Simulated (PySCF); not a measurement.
# C5H5F3S: the cost of one run

The runs use PySCF 2.14.0, with density-fitted response routines of our own; the level of theory stands in each step. All values are computed, except where a source is named. Atoms are numbered from 0 throughout.

### Step 1. The starting structure

14 atoms, charge 0, multiplicity 1; geometry from: GFN2-xTB.

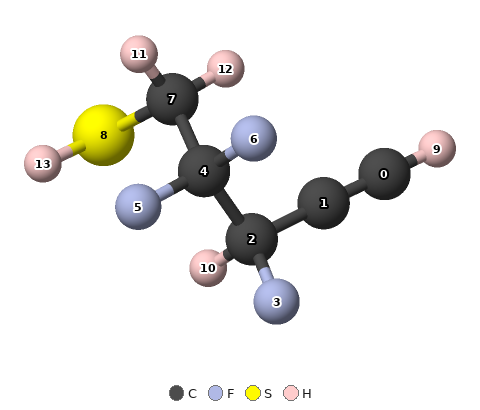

As it starts; carbon dark grey, fluorine light blue, sulfur yellow, hydrogen pink, atoms numbered.

### Step 2. Excited states and response: B3LYP/def2-SVPD

What the job is given:

```
{"job": {"kind": "uv", "xc": "B3LYP", "basis": "def2-SVPD", "nstates": 8, "ntriplets": 3}, "charge": 0, "multiplicity": 1}
C      2.665582     0.015347    -0.703084
C      1.489072     0.075041    -0.909828
C      0.064652     0.097832    -1.189632
F     -0.200916    -0.488055    -2.403562
C     -0.716828    -0.645724    -0.084097
F     -2.045005    -0.639884    -0.387040
F     -0.362520    -1.957712    -0.055248
C     -0.505374    -0.056277     1.308173
S     -0.970805     1.701504     1.398005
H      3.697823    -0.011952    -0.517335
H     -0.307358     1.131348    -1.247092
H     -1.093920    -0.624906     2.029264
H      0.551671    -0.115426     1.565485
H     -2.266751     1.518391     1.148933
```

Method: TDDFT B3LYP/def2-SVPD, vertical, gas phase, core orbitals frozen in the response.

Started as:

```sh
OMP_NUM_THREADS=1 python probes_run.py task.json out
```

One launch serves the whole session: the jobs run in the order shown.

**Question.** How long does this job take on 1 thread of Arm Neoverse N1, shared host, and how much memory does it need?

About 98 s, with a peak of 1 GiB.
